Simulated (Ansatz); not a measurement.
A computed series for CoSn: pressure series

Consider CoSn (space group P6/mmm, No. 191; a = 5.294 Å, c = 4.235 Å; non-magnetic).

Cell and atoms are relaxed at each pressure.

The values are results of PBE (Ansatz, a program for electronic structure), without spin-orbit coupling, not measurements.

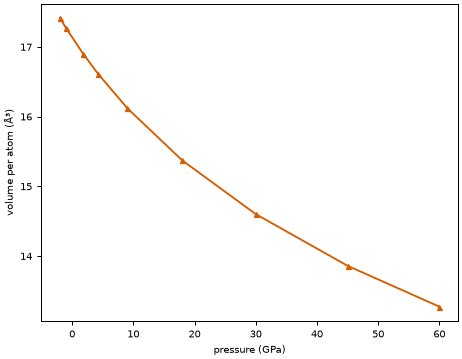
Figure: Volume against pressure

Question: Estimate the zero-pressure bulk modulus from the plot.

Answer: About 130 GPa; a third-order Birch–Murnaghan fit to the points gives V₀ = 17.13 Å³/atom, B₀ = 129 GPa and B₀′ = 4.7.

Load acts through the strain it causes; cell and atoms are relaxed under it. Whether these cells are dynamically stable was not tested. No other phases were tried under pressure. Starting moments died away, wholly or in part, for the base; another magnetic solution may exist. All final runs are without spin polarisation.
